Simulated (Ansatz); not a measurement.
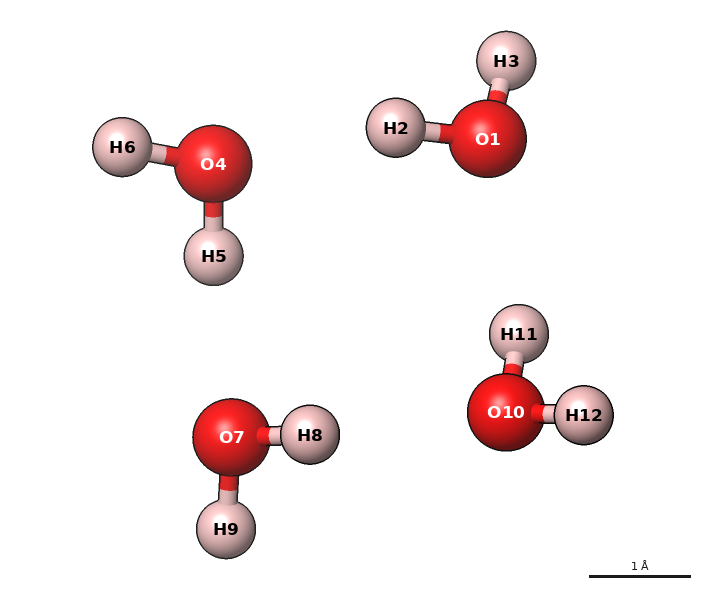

(Drawn from a calculation with Ansatz.)

Geometry: a fixed input geometry, not necessarily a minimum.

Which hydrogen bonds does the structure hold? Count O, N, F, S and Cl donors.

| D–H···A | D–H (Å) | H···A (Å) | angle (°) | kind |
| --- | --- | --- | --- | --- |
| O1–H2···O4 | 0.96 | 1.97 | 139 | intermolecular |
| O4–H5···O7 | 0.96 | 1.97 | 139 | intermolecular |
| O7–H8···O10 | 0.96 | 1.97 | 139 | intermolecular |
| O10–H11···O1 | 0.96 | 1.97 | 139 | intermolecular |
